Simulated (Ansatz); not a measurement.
# Calculations on CH8Si2

**1. Relaxation**

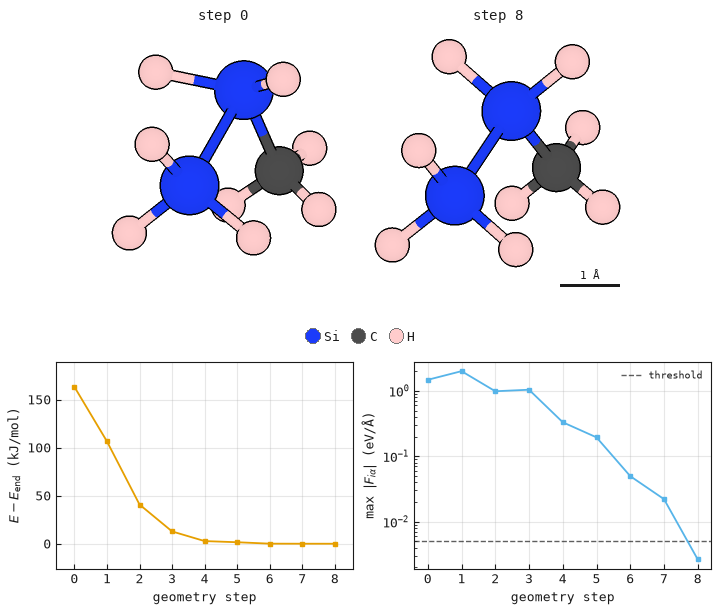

First and last geometry of a relaxation of CH₈Si₂ (started from a transition state, displaced along its imaginary mode), with the history of the run. The picture is a ball-and-stick view, seen from a free direction.

Level of theory: RKS PBE0-D4/def2-TZVP in Ansatz. (force threshold 0.005 eV/Å; at most 200 steps)

What do the curves and the structures tell?

It converged. The atom that moves furthest after the best rigid fit is an H atom (0.62 Å). Largest moves by element: H 0.62 Å, Si 0.42 Å, C 0.09 Å. Some distances before and after: Si–Si 2.394 → 2.341 Å, H–Si 1.526 → 1.491 Å, C–Si 1.892 → 1.877 Å. Among the angles between lasting bonds that change: Si–Si–H 72.0° → 108.8°, H–Si–Si 74.1° → 108.8°, C–Si–Si 91.3° → 111.4°. After 8 geometry steps the energy has fallen by 163.3 kJ/mol. The largest force component goes from 1.5 to 0.0027 eV/Å. The run took roughly 60 core-seconds on a shared host.

**2. Relaxation**

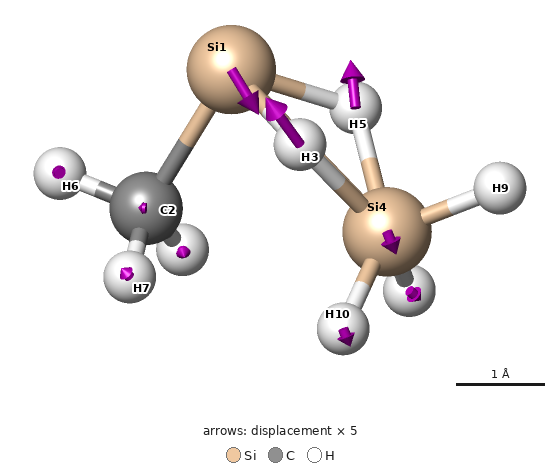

This is a relaxation of CH8Si2 (started from a transition state, displaced along its imaginary mode). The starting structure is drawn; purple arrows show the displacements, 5 times their true length. The two geometries are superimposed by the best rigid fit.

A ball-and-stick model, seen at a tilt.

These are results of Ansatz 0.2.0, RKS PBE0-D4/def2-TZVP, not measurements.

Input
```yaml
crystal:
  periodic: [false, false, false]
  atoms:
    - {symbol: Si, position_ang: [0.744172, 1.462649, 0.140355]}
    - {symbol: C, position_ang: [1.357646, -0.307332, 0.745749]}
    - {symbol: H, position_ang: [0.067848, 0.863513, -1.255049]}
    - {symbol: Si, position_ang: [-1.197711, -0.049634, -0.613643]}
    - {symbol: H, position_ang: [-0.819922, 1.186060, 0.565429]}
    - {symbol: H, position_ang: [2.320265, -0.099254, 1.225862]}
    - {symbol: H, position_ang: [1.559209, -1.032216, -0.046595]}
    - {symbol: H, position_ang: [0.733415, -0.793591, 1.502202]}
    - {symbol: H, position_ang: [-2.288822, 0.694676, -1.288194]}
    - {symbol: H, position_ang: [-0.712828, -1.128728, -1.526884]}
    - {symbol: H, position_ang: [-1.763274, -0.796141, 0.550768]}
basis:
  gaussian: {orbitals: def2-TZVP}
hamiltonian: {xc: pbe0, dispersion: d4}
relax: {f_tol: 0.005, max_steps: 200}
```

Q: Describe the change and its energy.

A: Over 9 accepted moves (10 points after the start) the energy falls by 0.171 eV. The largest force component goes from 1.1 to 0.0037 eV/Å. The line search rejected the trial step at point 4 of the run. H3 moves most after the best rigid fit: 0.15 Å. Largest moves by element: H 0.15 Å, Si 0.12 Å, C 0.02 Å. Some distances before and after: H3–Si4 1.687 → 1.889 Å, Si4–H5 1.749 → 1.899 Å, Si1–H3 1.662 → 1.554 Å, Si1–H5 1.644 → 1.553 Å. Among the angles between lasting bonds that change: H3–Si1–H5 76.7° → 88.6°, H3–Si1–Si4 40.1° → 48.8°, C2–Si1–H3 93.5° → 101.0°. The run took about 80 core-seconds on a shared host.

**3. Reaction**

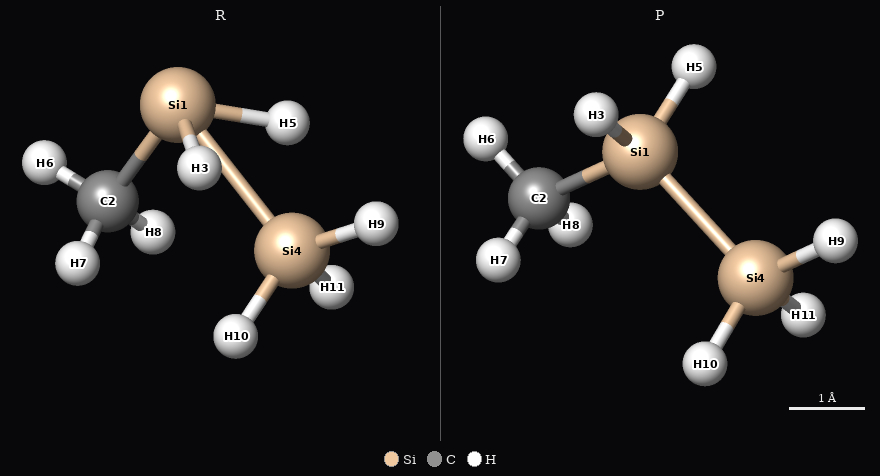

Reactant (R) and product (P) of one elementary step of CH8Si2. A ball-and-stick model, seen at a tilt.

Stationary points at PBE0-D4/def2-TZVP, single-point energies with CCSD(T)/CBS, wB97X-V, CCSD(T) (def2-TZVPP where no basis is named; Ansatz 0.2.0). The energies are electronic, without zero-point or thermal terms, and both ends are the relaxed geometries reached downhill from the saddle, with any fragments still in contact. CCSD(T)/CBS stands for a frozen-core estimate: MP2 correlation extrapolated from def2-TZVPP and def2-QZVPP, CCSD(T) minus MP2 from the smaller set.

R:
```xyz
11

Si    0.6685    1.3714    0.1140
C     1.3751   -0.3089    0.7522
H     0.1716    0.9646   -1.3008
Si   -1.2279   -0.0993   -0.6099
H    -0.7994    1.2887    0.6131
H     2.3236   -0.0946    1.2506
H     1.5844   -1.0131   -0.0569
H     0.7302   -0.8085    1.4794
H    -2.2945    0.6837   -1.2824
H    -0.7354   -1.1671   -1.5261
H    -1.7960   -0.8170    0.5668
```

P:
```xyz
11

Si    0.2524    0.8258   -0.0014
C     1.4994   -0.3124    0.8183
H     0.8808    1.5318   -1.1541
Si   -1.6123   -0.3624   -0.7695
H    -0.2056    1.8662    0.9628
H     2.3635    0.2534    1.1734
H     1.8534   -1.0696    0.1152
H     1.0528   -0.8248    1.6732
H    -2.5965    0.5425   -1.4233
H    -1.1982   -1.3974   -1.7575
H    -2.2899   -1.0531    0.3630
```

Question: What is the transition state like, and how high is the barrier?

Answer: No bond forms or breaks: the two ends differ in shape alone. Bond angles that change, for instance: H3–Si1–Si4 48.8° → 108.8°, C2–Si1–Si4 82.1° → 111.4°, H3–Si1–H5 88.6° → 107.4°. The saddle has one imaginary mode, 485i cm⁻¹. The end R keeps a soft imaginary mode of 41i cm⁻¹, so it isn't quite a minimum. With CCSD(T)/CBS the barrier is 0.6 kcal/mol from R and 49.0 kcal/mol from P, and P lies 48.4 kcal/mol below R.

```csv
level,barrier from R (kcal/mol),barrier from P (kcal/mol),P less R (kcal/mol)
CCSD(T)/CBS,0.6,49.0,−48.4
wB97X-V,1.0,52.2,−51.1
CCSD(T),0.7,49.2,−48.5
```

Saddle geometry:

```xyz
11

Si    0.6247    1.3066    0.1108
C     1.3921   -0.3256    0.7660
H     0.2417    1.0912   -1.3440
Si   -1.2550   -0.1435   -0.6202
H    -0.7867    1.4149    0.6637
H     2.3519   -0.0916    1.2306
H     1.5760   -1.0447   -0.0353
H     0.7649   -0.8063    1.5198
H    -2.3182    0.6460   -1.2934
H    -0.7553   -1.1936   -1.5520
H    -1.8361   -0.8535    0.5540
```

The saddle point in the same view:

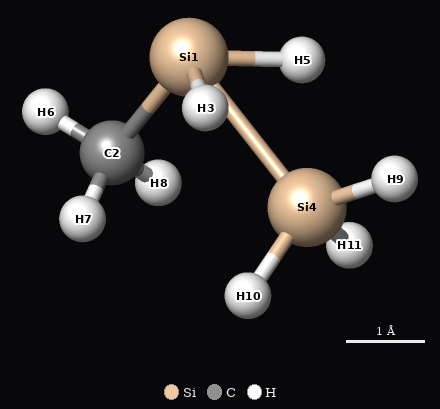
